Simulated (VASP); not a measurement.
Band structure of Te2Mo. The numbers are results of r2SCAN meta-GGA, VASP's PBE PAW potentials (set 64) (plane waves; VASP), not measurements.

The cell holds a wide vacuum, so values per volume refer to the whole cell. Unless said otherwise, spin-orbit coupling is left out, though it shifts the bands of the heavy elements here.

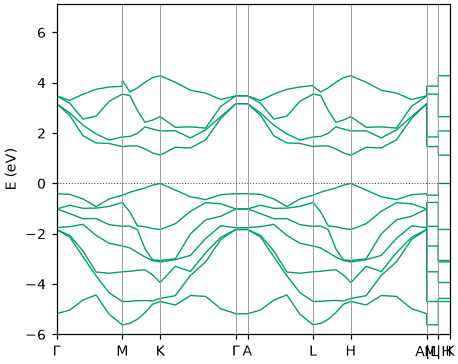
Figure. Bands along high-symmetry lines, zero at the valence-band maximum or, without a gap, the Fermi level

Problem. Read the plot: is there a gap, and where are the band edges?

Solution. The gap is direct, 1.13 eV, from the valence maximum at K to the conduction minimum at K.

The cell is a sheet with vacuum, built from a database entry that may be metastable or hypothetical.
